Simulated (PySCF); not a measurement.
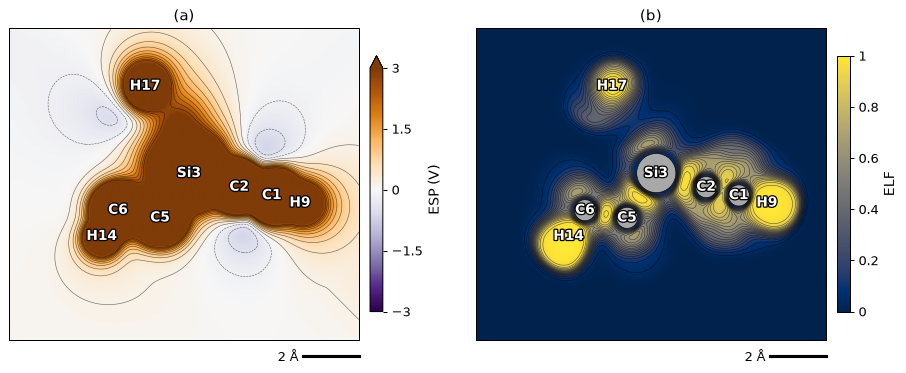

The picture shows: C₄H₉FOSi₂. (a) electrostatic potential; (b) ELF on the plane of atoms Si3, C5 and C6. Grey discs cover the atomic cores in the ELF map.

Geometry: GFN2-xTB.

Computed with CAM-B3LYP/def2-SVPD, SCF density, gas phase (PySCF).

```xyz
17

C    -1.8909    2.9972   -0.6104
C    -1.2727    1.9670   -0.5641
Si   -0.3681    0.3517   -0.4553
F    -0.2238   -0.1224   -2.0182
C     1.4148    0.7332    0.1068
C     2.2690   -0.5229    0.2579
Si   -1.5309   -1.2768    0.6889
O    -1.2975   -2.7527    0.0463
H    -2.4236    3.9035   -0.6605
H     1.3922    1.2673    1.0580
H     1.8893    1.4041   -0.6125
H     1.8354   -1.2005    0.9918
H     2.3444   -1.0504   -0.6910
H     3.2768   -0.2691    0.5832
H    -1.0502   -1.5053    2.0485
H    -2.9686   -0.9744    0.7031
H    -1.4027   -2.9375   -0.8825
```

**Describe what can be read from this map.**

The section cuts through C, Si and H sites. C–C (1.20 Å): the ELF peaks at about 0.85 between the atoms; a short, multiple covalent bond. C–Si (1.85 Å): the ELF peaks at about 1 between the atoms; localised, covalent bonding. C–Si (1.91 Å): the ELF peaks at about 0.95 between the atoms; a shared electron pair. Outside the dense part of the molecule the potential is most negative (−0.7 V) near C1.
